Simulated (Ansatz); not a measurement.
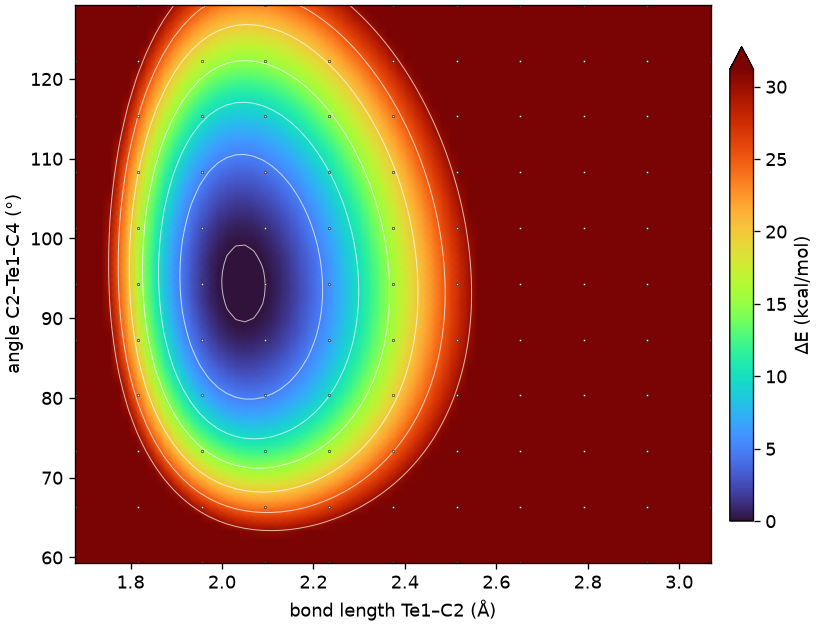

Te(CN)2. First axis: bond length Te1–C2. Second axis: angle C2–Te1–C4. Nothing is relaxed (all other coordinates rigid). The grid has 11 × 11 points. Energies: kcal/mol, counted from the lowest grid point. The reference is spin-restricted, which grows unreliable where a bond is stretched far. Level of theory: RHF/def2-TZVP (Ansatz 0.2.0).

The picture shows a smooth colour map with a few white contour lines, dots at the grid points, one colour for all values above the top of the scale. Between grid points the surface is interpolated.

Where is the minimum, and how stiff is the well along each coordinate?

The interpolated minimum is at bond length Te1–C2 ≈ 2.047 Å, angle C2–Te1–C4 ≈ 94.3°. The curvatures there are about 20 eV/Å² and 6.7 eV/rad², with a cross term of about 0.6 eV/(Å·rad). Round the minimum the two coordinates are weakly coupled (coupling 0.06 in units of the two stiffnesses). (1 eV is 23.1 kcal/mol.)
